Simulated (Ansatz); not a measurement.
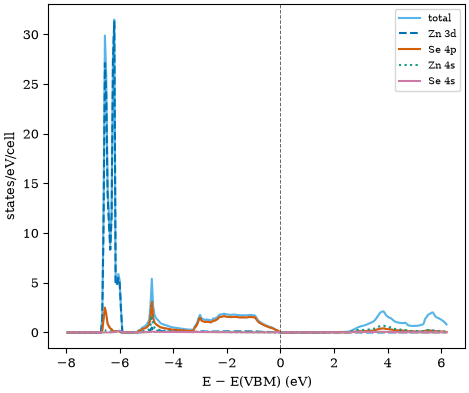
*Total and projected density of states of ZnSe (zinc blende, F-43m), the program Ansatz at the PBEsol level (PAW)*

Task: Which orbitals carry the states next to the gap?

Result: Top 1 eV of the valence band: Se 4p 89 %, Zn 3d 7 %. Bottom 1 eV of the conduction band: Zn 4s 56 %, Se 4s 22 %, Se 4p 20 %. Projections are on Löwdin-orthogonalised atomic valence shells; empty p or d shells of many metals are not among them.

Task: Where is the tallest occupied peak in this window, and what makes it?

Result: Near -6.2 eV, about 31 states/eV per cell; the largest projected share is Zn 3d.

The PBEsol relaxation kept the symmetry of its start. Spin–orbit coupling is left out wherever it is not named.

Potentials: the later of the program's two PAW sets.
